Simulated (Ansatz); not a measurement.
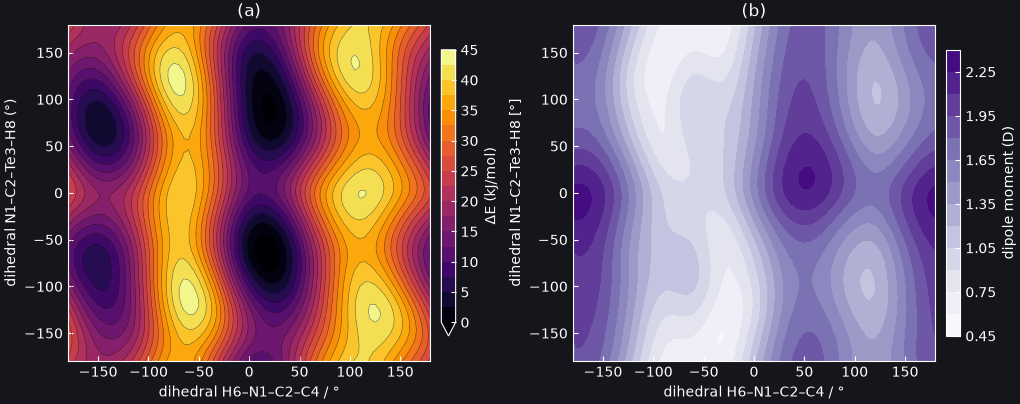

C2H4ClNTe, SMILES NC([TeH])=CCl. Coordinates scanned: (1) dihedral H6–N1–C2–C4; (2) dihedral N1–C2–Te3–H8. Nothing is relaxed (all other coordinates rigid). The scan uses a 12 × 12 grid. Points are written as (first, second). Energies: kJ/mol, counted from the lowest grid point. The restricted reference is unstable at some or all points, so the energies there are unreliable. Theory: Ansatz 0.2.0, RHF-MP2, frozen core/def2-SVP.

Panel (a) is the energy and panel (b) the computed dipole moment on the same grid.

In the figure: filled contours. Between grid points the surface is interpolated.

Question: How does the dipole moment vary over the map, and what is it at the lowest grid point?

Answer: Leaving out the highest fifth of the energies, it runs from 0.60 D at (−30°, −150°) to 2.28 D at (−180°, 0°). At the lowest grid point, (30°, −60°), it is 1.63 D.

```
dihedral N1–C2–Te3–H8 ↓, dihedral H6–N1–C2–C4 →  −180  −150  −120   −90   −60   −30     0    30    60    90   120   150
                                            150  1.84  1.63  1.00  0.65  0.76  0.75  1.25  1.78  1.88  1.54  1.30  1.58
                                            120  1.74  1.54  0.90  0.68  0.93  0.90  1.33  1.84  1.92  1.52  1.20  1.46
                                             90  1.72  1.56  0.97  0.73  1.03  1.01  1.39  1.90  1.98  1.57  1.21  1.43
                                             60  1.84  1.70  1.13  0.75  0.98  1.05  1.44  1.97  2.09  1.71  1.35  1.56
                                             30  2.08  1.94  1.37  0.87  0.91  1.05  1.54  2.09  2.23  1.89  1.59  1.80
                                              0  2.28  2.12  1.54  1.02  0.93  1.03  1.55  2.10  2.21  1.90  1.70  1.99
                                            −30  2.24  2.06  1.50  1.07  0.96  0.88  1.35  1.87  1.96  1.66  1.53  1.92
                                            −60  2.11  1.96  1.43  1.11  1.05  0.78  1.11  1.63  1.73  1.42  1.31  1.75
                                            −90  2.03  1.92  1.42  1.10  1.09  0.74  0.97  1.52  1.64  1.33  1.20  1.65
                                           −120  1.98  1.88  1.37  0.97  0.96  0.66  0.91  1.52  1.69  1.39  1.22  1.62
                                           −150  1.95  1.83  1.28  0.81  0.76  0.60  1.01  1.62  1.80  1.52  1.33  1.64
                                           −180  1.92  1.74  1.17  0.71  0.68  0.65  1.15  1.72  1.86  1.58  1.38  1.66
```
